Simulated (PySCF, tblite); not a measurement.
# C5H11FOSi: geometry, infrared bands and NMR shifts

Wanted: the infrared bands and NMR shifts of C5H11FOSi (`COC/C(C)=C\[SiH2]F`), by calculation.

Programs: tblite 0.8.0 and PySCF 2.14.0, with density-fitted response routines of our own. Each step states its level of theory. These are calculated values for one molecule in the gas phase, unless marked as measured. Atoms are numbered from 0 throughout.

## Step 1: The starting structure

19 atoms, charge 0, multiplicity 1; geometry from: force field or distance geometry start.

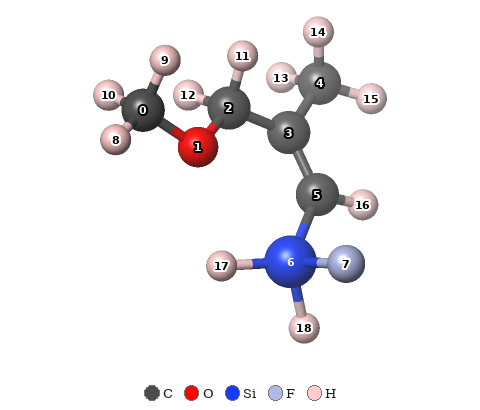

As it starts; carbon dark grey, oxygen red, silicon blue, fluorine light blue, hydrogen pink, atoms numbered.

## Step 2: Relaxing the molecule with GFN2-xTB

Job settings and geometry (Å):

```
{"job": {"kind": "relax", "xc": "GFN2-xTB", "basis": "xTB"}, "charge": 0, "multiplicity": 1}
C     -1.970100    -1.769600     0.609900
O     -0.708300    -1.193700     0.440700
C     -0.851100     0.087000     0.147900
C      0.299500     0.963600    -0.093300
C      0.007200     2.401500    -0.418600
C      1.566100     0.568100    -0.018500
Si     2.163700    -1.083800     0.366000
F      2.726100    -1.109200     1.985100
H     -1.918500    -2.828700     0.864600
H     -2.507000    -1.153300     1.379800
H     -2.523300    -1.583200    -0.362000
H     -1.524000     0.606300     0.880000
H     -1.452500     0.126200    -0.812100
H     -0.448900     2.426700    -1.441400
H     -0.838800     2.661800     0.285300
H      0.881200     3.029700    -0.277700
H      2.319000     1.363300    -0.216400
H      1.368300    -2.239800     0.143600
H      3.401500    -1.263500    -0.440300
```

Run with:

```
OMP_NUM_THREADS=1 python probes_run.py task.json out
```

This one command runs all jobs of the session in turn.

Output:

```text
step      E/eV     max force
  0    -730.44371    3.662
  1    -730.85105    1.571
  2    -730.92751    1.183
  3    -730.97841    0.743
  4    -731.01835    0.486
  5    -731.05159    0.397
  6    -731.07049    0.327
  7    -731.09263    0.397
  8    -731.11463    0.410
  9    -731.13151    0.297
 10    -731.14032    0.258
 11    -731.14582    0.155
 12    -731.15080    0.183
 13    -731.15548    0.158
 14    -731.15963    0.173
 15    -731.16349    0.155
 16    -731.16771    0.189
 17    -731.17223    0.186
 18    -731.17602    0.140
 19    -731.17875    0.111
 20    -731.18086    0.100
 21    -731.18284    0.102
 22    -731.18501    0.103
 23    -731.18745    0.140
 24    -731.18993    0.141
 25    -731.19210    0.119
 26    -731.19386    0.090
 27    -731.19552    0.093
 28    -731.19732    0.113
 29    -731.19895    0.100
 30    -731.20012    0.073
 31    -731.20100    0.062
 32    -731.20188    0.077
 33    -731.20288    0.075
 34    -731.20388    0.071
 35    -731.20478    0.062
 36    -731.20570    0.079
 37    -731.20690    0.101
 38    -731.20851    0.116
 39    -731.21033    0.104
 40    -731.21206    0.092
 41    -731.21357    0.081
 42    -731.21497    0.092
 43    -731.21633    0.082
 44    -731.21753    0.086
 45    -731.21852    0.088
 46    -731.21941    0.088
 47    -731.22035    0.084
 48    -731.22152    0.085
 49    -731.22289    0.079
 50    -731.22420    0.093
 51    -731.22529    0.086
 52    -731.22637    0.097
 53    -731.22799    0.122
 54    -731.23071    0.165
 55    -731.23475    0.220
 56    -731.24002    0.218
 57    -731.24730    0.209
 58    -731.25717    0.237
 59    -731.26966    0.286
 60    -731.27573    0.424
 61    -731.28028    0.507
 62    -731.29324    0.272
 63    -731.29802    0.160
 64    -731.30347    0.110
 65    -731.30566    0.114
 66    -731.30771    0.066
 67    -731.30823    0.063
 68    -731.30896    0.065
 69    -731.31005    0.087
 70    -731.31115    0.088
 71    -731.31217    0.065
 72    -731.31300    0.069
 73    -731.31382    0.065
 74    -731.31469    0.074
 75    -731.31553    0.076
 76    -731.31635    0.089
 77    -731.31722    0.082
 78    -731.31816    0.068
 79    -731.31909    0.078
 80    -731.32003    0.075
 81    -731.32104    0.075
 82    -731.32207    0.088
 83    -731.32289    0.077
 84    -731.32348    0.065
 85    -731.32402    0.053
 86    -731.32466    0.059
 87    -731.32525    0.052
 88    -731.32566    0.036
 89    -731.32588    0.028
 90    -731.32606    0.031
 91    -731.32628    0.031
 92    -731.32656    0.041
 93    -731.32686    0.039
 94    -731.32716    0.038
 95    -731.32745    0.038
 96    -731.32772    0.032
 97    -731.32790    0.036
 98    -731.32804    0.033
 99    -731.32821    0.036
100    -731.32850    0.044
101    -731.32897    0.063
102    -731.32966    0.089
103    -731.33057    0.093
104    -731.33164    0.089
105    -731.33221    0.096
106    -731.33382    0.121
107    -731.33522    0.127
108    -731.33490    0.310
109    -731.33962    0.171
110    -731.34237    0.106
111    -731.34470    0.100
112    -731.34652    0.185
113    -731.34899    0.106
114    -731.35008    0.066
115    -731.35092    0.047
116    -731.35158    0.035
117    -731.35181    0.037
118    -731.35211    0.047
119    -731.35256    0.045
120    -731.35309    0.042
121    -731.35357    0.047
122    -731.35391    0.072
123    -731.35419    0.041
124    -731.35451    0.042
125    -731.35507    0.043
126    -731.35545    0.055
127    -731.35614    0.059
128    -731.35692    0.061
129    -731.35796    0.067
130    -731.35900    0.064
131    -731.36002    0.068
132    -731.36083    0.097
133    -731.36160    0.056
134    -731.36232    0.053
135    -731.36301    0.058
136    -731.36335    0.040
137    -731.36390    0.033
138    -731.36414    0.029
139    -731.36430    0.026
140    -731.36447    0.028
141    -731.36470    0.033
142    -731.36498    0.031
143    -731.36519    0.028
144    -731.36534    0.025
145    -731.36545    0.022
146    -731.36556    0.019
147    -731.36569    0.022
148    -731.36584    0.028
149    -731.36603    0.030
150    -731.36623    0.043
151    -731.36640    0.030
152    -731.36659    0.037
153    -731.36678    0.034
154    -731.36713    0.039
155    -731.36754    0.048
156    -731.36818    0.052
157    -731.36879    0.052
158    -731.36929    0.051
159    -731.36962    0.062
160    -731.36997    0.046
161    -731.37041    0.036
162    -731.37068    0.028
163    -731.37088    0.038
164    -731.37118    0.039
165    -731.37167    0.043
166    -731.37210    0.041
167    -731.37238    0.033
168    -731.37254    0.024
169    -731.37262    0.021
170    -731.37267    0.013
171    -731.37272    0.011
172    -731.37275    0.011
173    -731.37278    0.011
174    -731.37280    0.012
175    -731.37283    0.010
176    -731.37284    0.007
```

It took 2.2 s on 1 thread of Arm Neoverse N1, shared host.

Along the way: (not every step is listed)

| step | energy from step 0 (eV) | largest force (eV/Å) |
| --- | --- | --- |
| 0 | 0.0000 | 3.6619 |
| 1 | -0.4073 | 1.5712 |
| 2 | -0.4838 | 1.1834 |
| 3 | -0.5347 | 0.7433 |
| 4 | -0.5746 | 0.4865 |
| 5 | -0.6079 | 0.3967 |
| 6 | -0.6268 | 0.3274 |
| 7 | -0.6489 | 0.3972 |
| 8 | -0.6709 | 0.4100 |
| 24 | -0.7462 | 0.1407 |
| 40 | -0.7683 | 0.0923 |
| 56 | -0.7963 | 0.2177 |
| 72 | -0.8693 | 0.0686 |
| 88 | -0.8819 | 0.0361 |
| 104 | -0.8879 | 0.0895 |
| 120 | -0.9094 | 0.0418 |
| 136 | -0.9196 | 0.0399 |
| 152 | -0.9229 | 0.0369 |
| 168 | -0.9288 | 0.0240 |
| 171 | -0.9290 | 0.0108 |
| 172 | -0.9290 | 0.0108 |
| 173 | -0.9291 | 0.0107 |
| 174 | -0.9291 | 0.0122 |
| 175 | -0.9291 | 0.0098 |
| 176 | -0.9291 | 0.0072 |

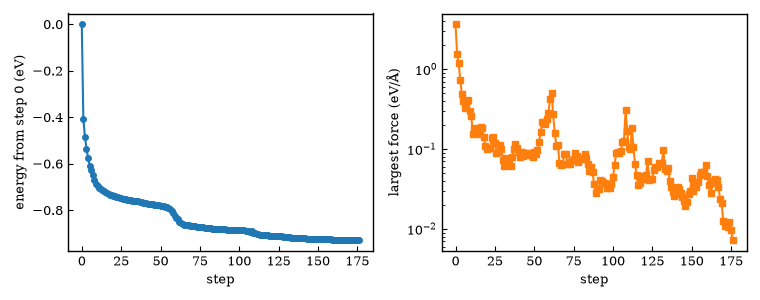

Energy and largest force along the relaxation.

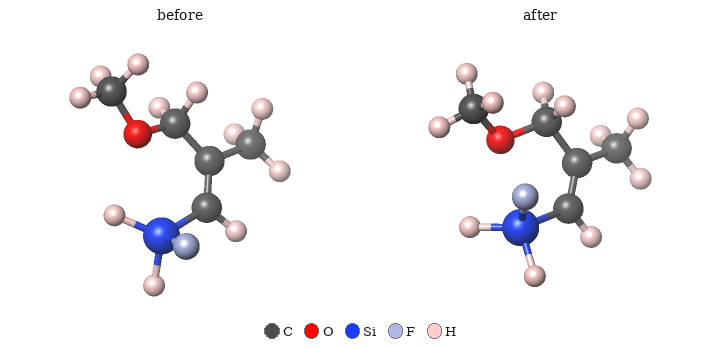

Before and after, at one scale.

Distances of close pairs at the start and the end, largest changes first:

| bond | before (Å) | after (Å) | change (Å) |
| --- | --- | --- | --- |
| Si6–F7 | 1.714 | 1.619 | -0.095 |
| O1–C2 | 1.321 | 1.406 | +0.084 |
| C5–Si6 | 1.798 | 1.877 | +0.079 |
| C4–H14 | 1.131 | 1.090 | -0.041 |
| C2–C3 | 1.466 | 1.505 | +0.038 |
| C0–H10 | 1.134 | 1.097 | -0.037 |
| C2–H12 | 1.133 | 1.102 | -0.032 |
| Si6–H17 | 1.421 | 1.452 | +0.031 |

The end geometry stands in the next job.

## Step 3: Infrared spectrum with GFN2-xTB

Job settings and geometry (Å):

```
{"job": {"kind": "ir", "xc": "GFN2-xTB", "basis": "xTB"}, "charge": 0, "multiplicity": 1}
C     -1.591216    -1.903263     0.596406
O     -0.693627    -1.037635    -0.046818
C     -0.948059     0.326078     0.179198
C      0.274863     1.119759    -0.193660
C      0.013902     2.535767    -0.607014
C      1.479137     0.564017    -0.134726
Si     1.836115    -1.186790     0.441302
F      1.164280    -1.477335     1.885426
H     -1.275354    -2.915382     0.353468
H     -1.562488    -1.767718     1.683407
H     -2.615799    -1.742803     0.240028
H     -1.181071     0.499941     1.243460
H     -1.818452     0.652511    -0.412139
H     -0.496214     2.556368    -1.570322
H     -0.628141     3.032666     0.119709
H      0.943529     3.091164    -0.695023
H      2.326697     1.173678    -0.417920
H      1.503417    -2.291781    -0.439731
H      3.258678    -1.219995     0.797818
```

Output:

```text
mode    cm-1     km/mol
  1      59.0      4.02
  2      99.3      4.43
  3     101.7      1.33
  4     131.7      1.29
  5     147.2     19.60
  6     169.5      2.68
  7     222.9     11.40
  8     226.5     14.12
  9     274.6      5.93
 10     334.9     17.16
 11     410.3      3.79
 12     439.9     10.43
 13     512.2      9.69
 14     555.7     27.95
 15     576.1    128.92
 16     724.3    147.97
 17     765.2     48.65
 18     797.8     14.39
 19     834.1    230.35
 20     842.7    267.04
 21     923.0     10.33
 22     966.3     12.67
 23     991.9     35.34
 24    1031.8      2.03
 25    1046.8      0.27
 26    1122.3     79.50
 27    1137.6     20.32
 28    1153.7      7.41
 29    1171.2     13.07
 30    1215.4     11.42
 31    1293.1     10.61
 32    1350.9      1.28
 33    1397.3      6.04
 34    1406.1      0.01
 35    1465.8      4.33
 36    1471.3      6.34
 37    1479.0      5.34
 38    1481.4      7.99
 39    1482.6      2.88
 40    1702.2    105.64
 41    2220.3    417.09
 42    2340.4    240.48
 43    2820.5     50.42
 44    2862.4     56.96
 45    2911.7     55.19
 46    2933.8     40.98
 47    2994.8     25.89
 48    3012.0     29.91
 49    3035.4     14.54
 50    3049.1      0.87
 51    3054.6     71.49
```

Wall time 1.2 s (1 thread of Arm Neoverse N1, shared host).

Which atoms move in the most intense modes:

| cm⁻¹ | km/mol | atoms |
| --- | --- | --- |
| 576 | 128.9 | H18 40 %, H17 39 % |
| 724 | 148.0 | H18 41 %, C5 20 %, H17 11 % |
| 834 | 230.3 | Si6 30 %, C5 23 %, H16 13 %, F7 12 % |
| 843 | 267.0 | H17 46 %, H18 38 % |
| 1122 | 79.5 | O1 43 %, C0 26 %, H10 12 %, C2 11 % |
| 1702 | 105.6 | C3 55 %, C5 40 % |
| 2220 | 417.1 | H18 94 % |
| 2340 | 240.5 | H17 94 % |

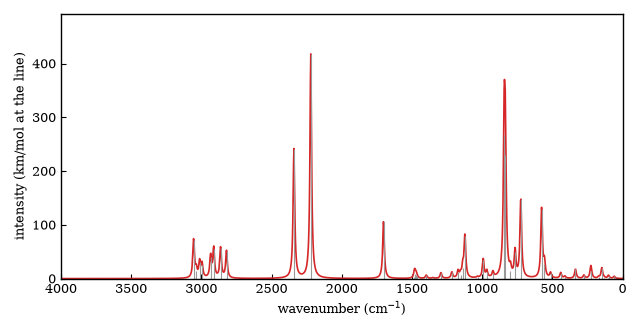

The infrared spectrum from these modes, unscaled. Lines are broadened to a width of 14 cm⁻¹ (Lorentzian).

## Step 4: NMR shieldings: PBE0/pcSseg-1

Settings changed since step 3:

```diff
@@ -1,2 +1,2 @@
-{"job": {"kind": "ir", "xc": "GFN2-xTB", "basis": "xTB"}, "charge": 0, "multiplicity": 1}
+{"job": {"kind": "nmr", "xc": "PBE0", "basis": "pcSseg-1"}, "charge": 0, "multiplicity": 1}
 C     -1.591216    -1.903263     0.596406
```

With the program's defaults for keys left out, this is: GIAO PBE0/pcSseg-1 NMR shielding, non-relativistic, gas phase.

Output:

```text
coarse grid: 16048 points
cycle   1  E = -660.9790534486  dE =  8.252e-01  |g| = 7.502e-01  |ddm| = 3.823e+00
cycle   2  E = -660.8860714608  dE =  9.298e-02  |g| = 1.073e+00  |ddm| = 1.527e+00
cycle   3  E = -661.0827315533  dE = -1.967e-01  |g| = 8.728e-02  |ddm| = 9.489e-01
cycle   4  E = -661.0839605527  dE = -1.229e-03  |g| = 3.999e-02  |ddm| = 9.717e-02
cycle   5  E = -661.0843207753  dE = -3.602e-04  |g| = 1.153e-02  |ddm| = 4.481e-02
cycle   6  E = -661.0843449481  dE = -2.417e-05  |g| = 4.436e-03  |ddm| = 1.180e-02
cycle   7  E = -661.0843494325  dE = -4.484e-06  |g| = 6.963e-04  |ddm| = 4.208e-03
final grid: 149872 points
cycle   8  E = -661.1479306977  dE = -3.354e-05  |g| = 1.152e-02  |ddm| = 2.887e-02
cycle   9  E = -661.1479103296  dE =  2.037e-05  |g| = 1.582e-02  |ddm| = 1.810e-02
cycle  10  E = -661.1479566513  dE = -4.632e-05  |g| = 1.600e-03  |ddm| = 1.078e-02
cycle  11  E = -661.1479572064  dE = -5.552e-07  |g| = 1.568e-04  |ddm| = 1.570e-03
cycle  12  E = -661.1479572089  dE = -2.423e-09  |g| = 1.176e-04  |ddm| = 2.236e-04
cycle  13  E = -661.1479572120  dE = -3.149e-09  |g| = 2.777e-05  |ddm| = 1.204e-04
cycle  14  E = -661.1479572122  dE = -1.849e-10  |g| = 7.831e-06  |ddm| = 3.412e-05
converged SCF energy = -661.1479572122

GIAO shielding tensors (ppm)
atom      isotropic    diamagn.    paramagn.     s11        s22        s33       span
  0 C      126.935     244.023    -117.088     94.281    103.327    183.197     88.915
  1 O      303.412     401.292     -97.880    272.845    304.980    332.411     59.566
  2 C      107.764     249.680    -141.916     79.589     89.639    154.063     74.474
  3 C       22.495     262.069    -239.574   -101.814     21.394    147.906    249.720
  4 C      161.077     245.990     -84.913    142.369    153.534    187.328     44.959
  5 C       59.542     260.055    -200.513    -43.705     67.163    155.168    198.873
  6 Si     370.247     878.306    -508.059    326.625    355.280    428.835    102.210
  7 F      397.480     472.251     -74.771    371.131    386.439    434.871     63.739
  8 H       27.810      29.502      -1.692     23.907     25.438     34.086     10.180
  9 H       28.201      29.734      -1.533     24.023     26.996     33.583      9.560
 10 H       28.244      28.827      -0.584     24.295     25.568     34.868     10.574
 11 H       27.758      32.939      -5.181     25.419     26.891     30.966      5.547
 12 H       27.713      32.678      -4.965     23.317     27.239     32.583      9.266
 13 H       29.702      28.846       0.856     25.950     27.791     35.364      9.414
 14 H       29.949      28.760       1.189     26.053     28.603     35.192      9.139
 15 H       29.727      29.174       0.553     25.610     28.633     34.937      9.327
 16 H       25.852      32.621      -6.769     24.112     24.848     28.597      4.485
 17 H       26.381      30.605      -4.224     23.083     25.498     30.562      7.479
 18 H       26.671      28.350      -1.679     22.871     24.996     32.146      9.275
```

Run time: 79 s. Hardware: 1 thread of Arm Neoverse N1, shared host; peak memory 0.89 GiB.

Shifts follow as δ = σ(reference) − σ, with reference shieldings (ppm) from runs at the same level and on the same kind of geometry: ¹H TMS 31.72, ¹³C TMS 186.9, ²⁹Si TMS 349.2, ¹⁹F CFCl3 170.9, ¹⁷O H2O 336.1. The references are single molecules in the gas phase, so shifts against H2O, NH3, PH3, H3PO4 or CFCl3 are not on the usual liquid scales and can be off by tens of ppm. Atoms listed in one row are averaged.

| atoms | environment | σ (ppm) | δ (ppm) | δ scaled to CDCl3 |
| --- | --- | --- | --- | --- |
| C3 | fully substituted alkene carbon | 22.5 | 164.4 | 158.6 |
| C5 | alkene CH | 59.5 | 127.4 | 122.4 |
| C2 | allylic sp3 CH2 bonded to O | 107.8 | 79.2 | 75.3 |
| C0 | methyl carbon bonded to O | 126.9 | 60.0 | 56.6 |
| C4 | allylic methyl carbon | 161.1 | 25.8 | 23.3 |
| H16 | hydrogen on an alkene CH | 25.85 | 5.86 | 5.63 |
| H17, H18 | hydrogen on a silicon bonded to C, F | 26.53 | 5.19 | – |
| H11, H12 | hydrogen on an allylic sp3 CH2 bonded to O | 27.74 | 3.98 | 3.86 |
| H8, H9, H10 | hydrogen on a methyl carbon bonded to O | 28.08 | 3.63 | 3.53 |
| H13, H14, H15 | hydrogen on an allylic methyl carbon | 29.79 | 1.92 | 1.92 |
| O1 | ether oxygen | 303.4 | 32.7 | – |
| Si6 | silicon bonded to C, F, 2 H | 370.2 | -21.1 | – |
| F7 | fluorine bonded to Si | 397.5 | -226.5 | – |

The scaled column applies a straight-line fit of computed shieldings to shifts measured in CDCl3, and one for carbons that bear F (root-mean-square error 0.16 ppm for H, 1.9 ppm for C).

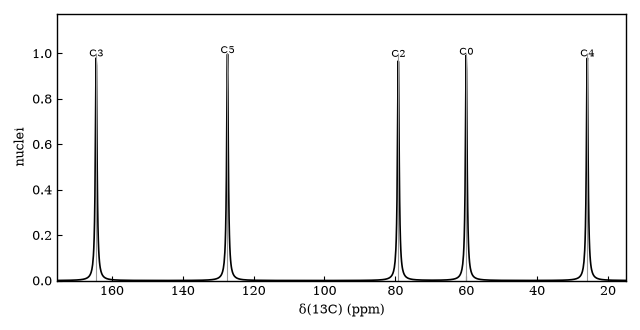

¹³C lines at the computed shifts, without couplings. Lines are broadened to a width of 0.55 ppm (Lorentzian).

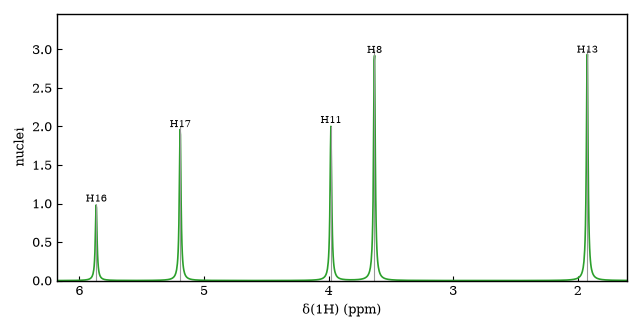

¹H lines at the computed shifts, without couplings. Lines are broadened to a width of 0.02 ppm (Lorentzian).

The run also stored atomic charges by several schemes (e):

| atoms | Mulliken | IAO | Hirshfeld | ESP fit |
| --- | --- | --- | --- | --- |
| C0 | -0.03 | -0.20 | -0.04 | -0.31 |
| O1 | -0.56 | -0.36 | -0.09 | -0.18 |
| C2 | 0.16 | -0.06 | 0.01 | -0.19 |
| C3 | -0.41 | 0.06 | 0.02 | 0.37 |
| C4 | -0.15 | -0.43 | -0.11 | -0.59 |
| C5 | -0.34 | -0.49 | -0.17 | -0.57 |
| Si6 | 1.00 | 1.07 | 0.38 | 0.67 |
| F7 | -0.45 | -0.55 | -0.21 | -0.31 |

IAO charges:

C0 -0.20; O1 -0.36; C2 -0.06; C3 0.06; C4 -0.43; C5 -0.49; Si6 1.07; F7 -0.55; H8 0.16; H9 0.13; H10 0.13; H11 0.13; H12 0.13; H13 0.15; H14 0.15; H15 0.15; H16 0.15; H17 -0.15; H18 -0.17

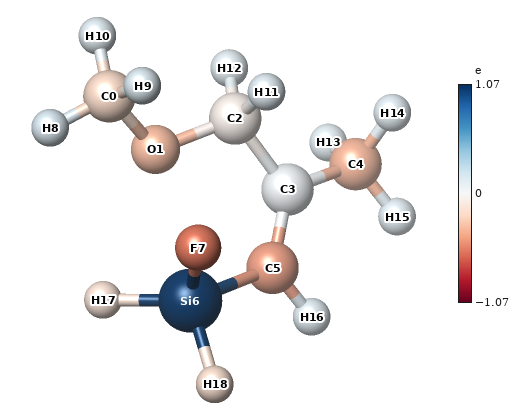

IAO charges, as colours on the atoms.

Mayer bond orders: C0–O1 0.90, O1–C2 0.90, C2–C3 1.01, C3–C4 1.07, C3–C5 1.92, C5–Si6 0.90, Si6–F7 0.87.

The fields below are evaluated on a grid from the run's orbitals.

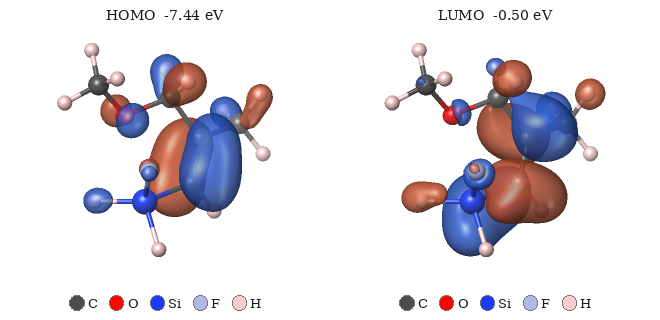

Frontier orbitals at PBE0/pcSseg-1; each surface holds 70 % of the orbital's density, blue and red mark the sign.

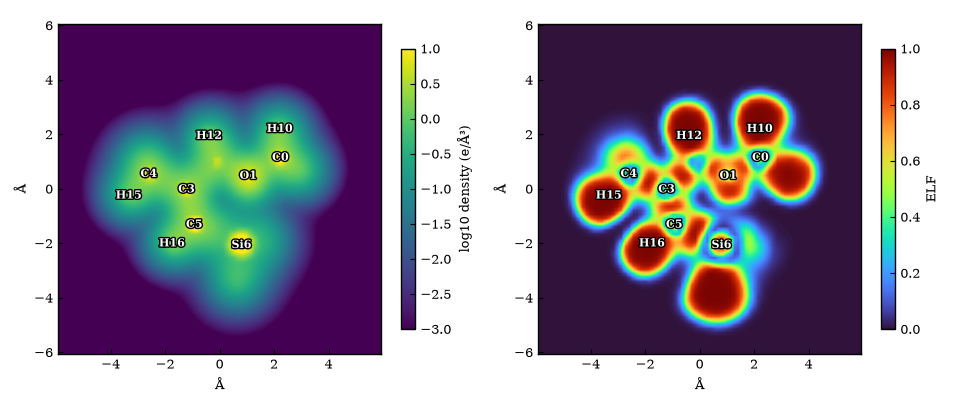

Density (left) and ELF (right) in a plane through or near 10 of the atoms.

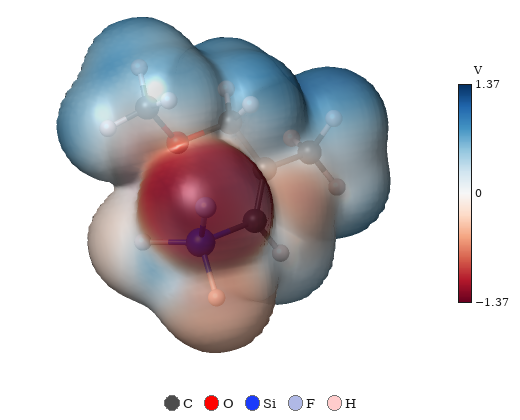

The potential that a unit positive charge feels on the 0.002 e/bohr³ surface, from -1.37 V near F7 to 0.95 V near H12.

## Step 5: Summary of results

| quantity | value |
| --- | --- |
| strongest single infrared mode (GFN2-xTB) | 2220 cm⁻¹, 417 km/mol |
| zero-point energy (GFN2-xTB) | 92.6 kcal/mol |
| ¹³C shifts against TMS (PBE0/pcSseg-1) | 164.4, 127.4, 79.2, 60.0, 25.8 ppm |
| ¹H shifts against TMS (PBE0/pcSseg-1, means over atoms taken as alike) | 5.86, 5.19, 3.98, 3.63, 1.92 ppm |
| ¹⁷O shifts against H2O (PBE0/pcSseg-1) | 32.7 ppm |
| ²⁹Si shifts against TMS (PBE0/pcSseg-1) | -21.1 ppm |
| ¹⁹F shifts against CFCl3 (PBE0/pcSseg-1) | -226.5 ppm |
| surface potential, least and greatest | -1.37 V and 0.95 V |

**Reading.** The optimisation took 176 steps and gained 0.929 eV; among the close pairs (by a distance rule), Si6–F7 changed most, from 1.714 to 1.619 Å. All 51 modes are real, so the xTB geometry is a minimum. The strongest single mode, at 2220 cm⁻¹, moves mainly H18. GFN2-xTB is a fitted tight-binding method: band positions and strengths are rough. Its intensities can rank the bands wrongly. H16 (hydrogen on an alkene CH) lies farthest downfield among hydrogen, at 5.86 ppm; a vinylic proton, deshielded by the sp2 carbon and the C=C anisotropy. At PBE0/pcSseg-1: Shielding is most anisotropic at C3 (span 250 ppm, paramagnetic term -240 ppm). By nearest atom (PBE0/pcSseg-1), the HOMO sits on C5 37 %; C3 26 % and the LUMO on C3 30 %; C5 22 %.
